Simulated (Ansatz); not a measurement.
# Cl$_{2}$H$_{4}$NSi···NH$_{4}$: what the fields show

```xyz
13

Si   -0.2724    1.0387    0.8593
H    -0.0255   -0.6082    1.0490
Cl   -2.2242    0.4732    0.1358
Cl    0.0042    1.0784    2.9405
H    -0.5780    2.4892    0.7040
H     0.1701   -0.8416   -1.5668
N     1.0654    0.9735   -0.2635
H    -0.1164   -1.1335    0.1333
N    -0.2446   -1.5896   -1.0112
H     1.4151    1.8732   -0.5619
H     1.8364    0.3602   -0.0384
H     0.2110   -2.4779   -1.1816
H    -1.2412   -1.6356   -1.1984
```

A transition-state structure; geometry: PBE0-D4/def2-TZVP.

Level of theory: RKS PBE0-D4/def2-TZVPP (Ansatz 0.2.0).

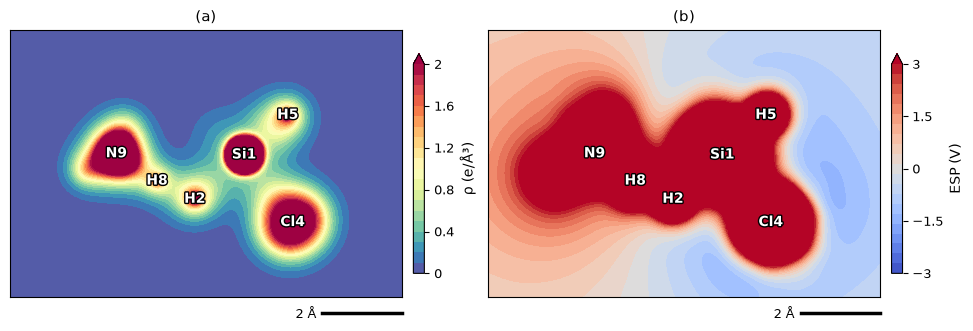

Figure 1. (a) electron density; (b) electrostatic potential on the plane of atoms H2, Si1 and Cl4.

Q: What do the fields say about this system?

A: The plane passes through Si, H, Cl and N nuclei. H2···H8 (1.06 Å): the density falls to about 0.79 e/Å³ on the way. Si–Cl (2.10 Å): ρ at the midpoint is about 0.84 e/Å³. Si–H (1.49 Å): the density is about 0.83 e/Å³ at the midpoint. Outside the dense part of the complex the potential is most negative (−1.4 V) near Cl4.

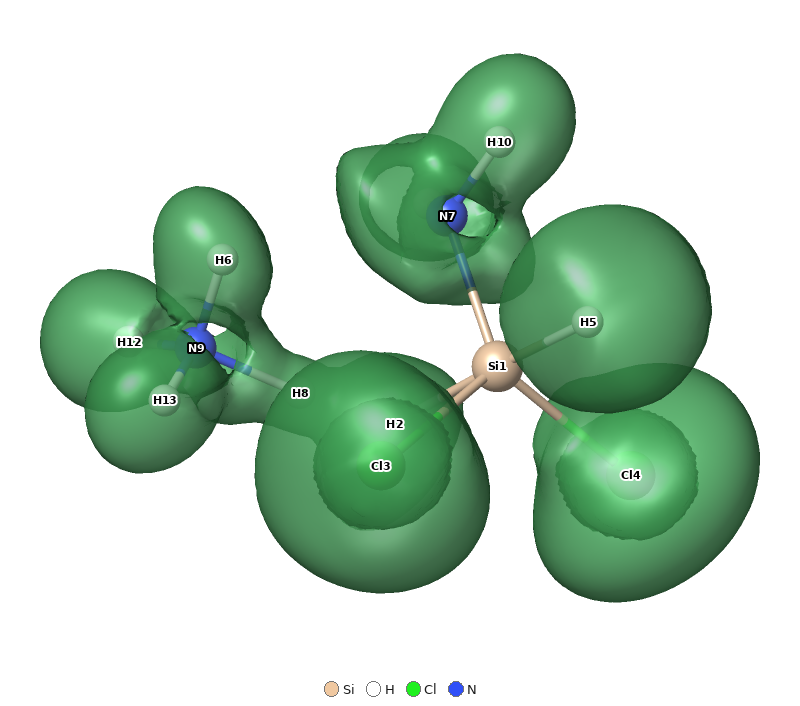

Figure 2. Isosurface of the ELF at 0.75 (green), seen at a tilt. Core shells and regions of very low density are left out.

Q: Identify the bonds, lone pairs and shells in this picture.

A: At this value the surface marks out one region around a hydrogen nucleus, two regions on Cl in which the atom's valence shell and bonds are merged and two joined regions spread over several atoms (H, N), in which their bonds and any lone pairs are merged. Along the contacts the grid gives the following. H2···H8 (1.06 Å): the ELF is about 0.95 at the midpoint. Si–N (1.75 Å): the ELF peaks at about 0.90 between the atoms; a polar covalent bond.

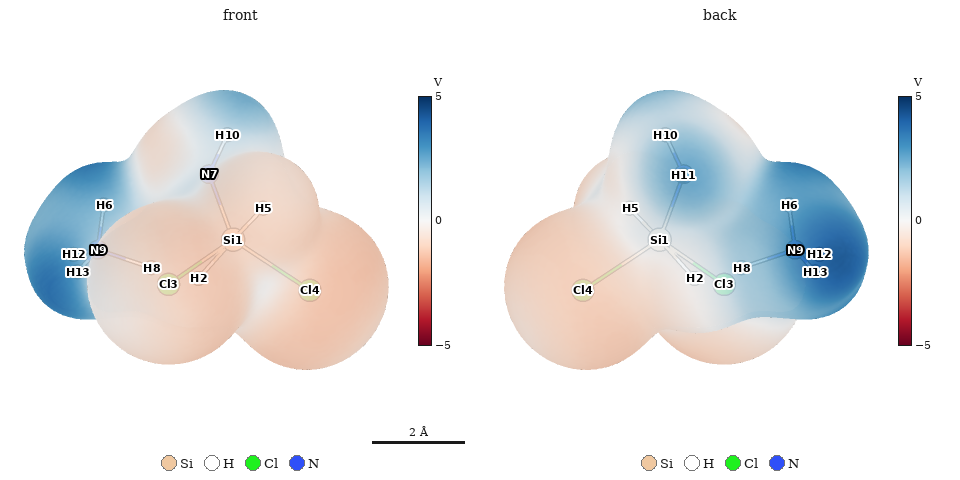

Figure 3. The molecular electrostatic potential painted on the density surface at 0.004 e/bohr³, seen from the front and from behind; the colour scale runs from red (negative) to blue (positive).

Q: Where is the surface potential most negative and most positive?

A: The most negative region (about −1.4 V) lies over Cl4, the most positive (about +4.1 V) over H12.
